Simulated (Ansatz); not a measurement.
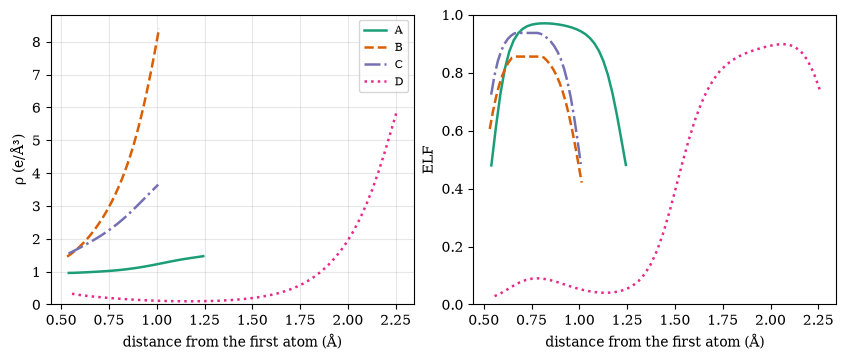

BFH₃NS···H₂O. Total electron density and ELF along straight lines between neighbouring atoms. The curves leave out the atomic cores.

Not at a stationary point (largest force 1.2 eV/Å).

Theory: Ansatz 0.2.0, RHF/6-31G*.

Input file:

```
crystal:
  periodic: [false, false, false]
  atoms:
    - { symbol: B, position_ang: [0.0, 0.0, 0.0] }
    - { symbol: O, position_ang: [0.0, 0.0, 1.76] }
    - { symbol: H, position_ang: [-0.9095, -0.2814, 2.0971] }
    - { symbol: "N", position_ang: [1.3423, 0.0, -0.775] }
    - { symbol: H, position_ang: [1.8089, -0.9179, -1.0268] }
    - { symbol: H, position_ang: [1.7937, 0.9179, -1.0532] }
    - { symbol: F, position_ang: [-1.1431, 0.0, -0.66] }
    - { symbol: S, position_ang: [0.0982, 2.076, 0.6906] }
    - { symbol: H, position_ang: [0.6507, 2.1151, 1.9763] }
    - { symbol: H, position_ang: [0.0529, 1.1186, 1.6867] }
basis:
  gaussian: { orbitals: "6-31G*" }
hamiltonian:
  xc: hf
relax:
  f_tol: 0.15
  max_steps: 25
  restrain:
    - { distance: [0, 7], at: 1.89, k: 30.0 }
    - { distance: [9, 1], at: 1.01, k: 30.0 }
    - { distance: [0, 1], at: 2.61, k: 30.0 }
    - { distance: [9, 7], at: 2.6, k: 30.0 }
output:
  orbitals: {}
```

Command:

```sh
ansatz run input.yaml --threads 1 --pin off --max-ram 2048MiB --backend cpu --events-out ev --progress --plain --runs-dir out
```

The fields are those of the run's last geometry, not of the input's.

**Which curve belongs to which contact (B–F, B–N, B–O and B–S)? The first atom named is at distance zero.**

Curve A: B–S (1.88 Å): ρ is about 1.2 e/Å³ halfway; the ELF peaks at about 1 between the atoms; a shared electron pair. Curve B: B–F (1.33 Å): the density is about 2.2 e/Å³ at the midpoint; the ELF peaks at about 0.85 between the atoms (a polar covalent bond). Curve C: B–N (1.39 Å): ρ is about 2.1 e/Å³ halfway; the ELF peaks at about 0.95 between the atoms, as expected for a polar covalent bond. Curve D: B1···O2 (2.62 Å): the density falls to about 0.1 e/Å³ on the way; the ELF is about 0.10 at the midpoint.
